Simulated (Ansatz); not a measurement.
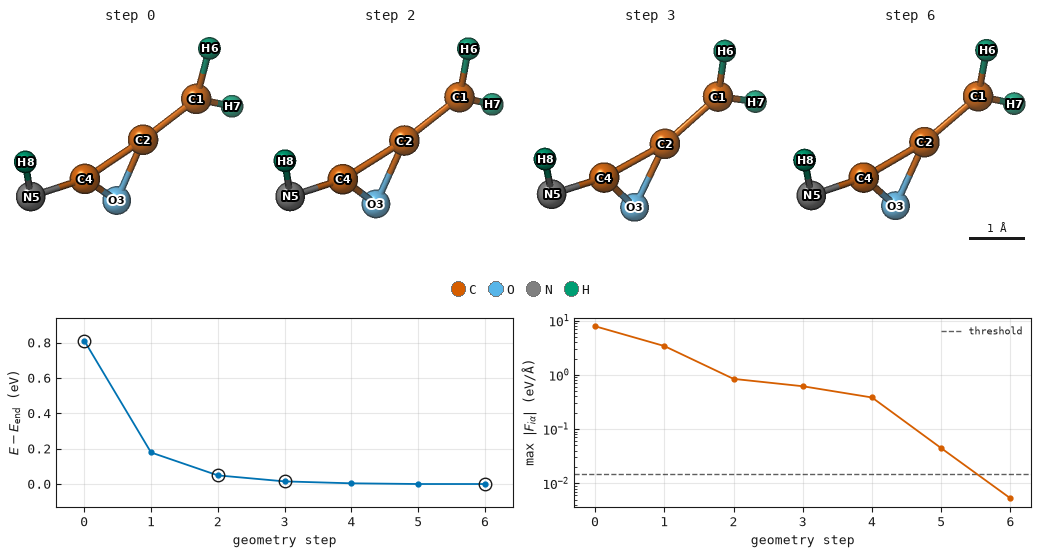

Frames of a relaxation of C3H3NO, marked on the history of the run. A ball-and-stick model, seen from a free direction.

The run prepares an end point of a later path (torsion) calculation, from a guessed geometry.

These are results of RKS B3LYP-D4/def2-SVP in Ansatz, not measurements. Set-up: no spin polarisation; force threshold 0.015 eV/Å; at most 40 steps.

What happens along the run?

O3 moves most after the best rigid fit: 0.12 Å. Largest moves by element: O 0.12 Å, C 0.10 Å, H 0.07 Å, N 0.03 Å. Some distances before and after: O3–C4 1.242 → 1.385 Å, C1–H6 1.157 → 1.091 Å, C2–O3 1.357 → 1.412 Å, C2–C4 1.361 → 1.412 Å. Bond angles that change, for instance: C1–C2–C4 174.7° → 163.3°, C2–C4–N5 157.6° → 164.7°, C1–C2–O3 130.9° → 138.0°. The energy falls by 0.812 eV in 6 geometry steps. The largest force component goes from 7.9 to 0.0053 eV/Å. From step 0 to 2: O3 moves most (0.09 Å), energy −0.763 eV. From step 2 to 3: C2 moves most (0.12 Å), energy −0.034 eV. From step 3 to 6: C and H atoms move most (0.05 Å), energy −0.015 eV.

```
step  E − E(0), eV  largest force component, eV/Å
   0        0.0000                         7.9085
   1       -0.6331                         3.4113
   2       -0.7627                         0.8446
   3       -0.7967                         0.6177
   4       -0.8076                         0.3830
   5       -0.8115                         0.0445
   6       -0.8116                         0.0053
```
